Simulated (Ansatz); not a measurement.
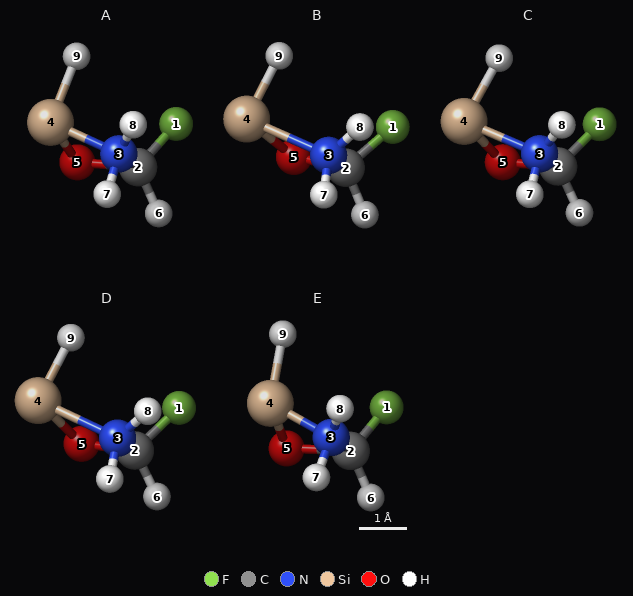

5 geometries from one relaxation of CH4FNOSi, in shuffled order. Style: ball-and-stick. Shown from a free direction.

The run prepares an end point of a later path (hydrogen shift) calculation, from a guessed geometry.

These are results of Ansatz 0.2.0, RKS B3LYP-D4/def2-SVP, not measurements. Set-up: no spin polarisation; force threshold 0.02 eV/Å; at most 50 steps.

> Order the frames from highest to lowest energy.

E, A, C, D, B. They are steps 0, 1, 2, 3, 9, at +89.5 kcal/mol, +39.2 kcal/mol, +9.52 kcal/mol, +1.91 kcal/mol relative to the last. Over 8 accepted moves (9 points after the start) the energy falls by 89.5 kcal/mol. Largest force component: 12 eV/Å at the start, 0.013 eV/Å at the end. The line search rejected the trial step at point 4 of the run. The atom that moves furthest after the best rigid fit is Si4 (0.56 Å). By element the largest moves are Si 0.56 Å, H 0.49 Å, O 0.30 Å, F 0.25 Å, N 0.13 Å, C 0.11 Å. Near-neighbour distances that change, for instance: N3–Si4 1.598 → 2.121 Å, Si4–O5 1.665 → 1.815 Å, C2–O5 1.466 → 1.331 Å, F1–C2 1.307 → 1.380 Å. Bond angles that change, for instance: C2–N3–H8 142.6° → 111.6°, N3–Si4–H9 111.7° → 87.4°, Si4–N3–H8 97.5° → 120.9°.
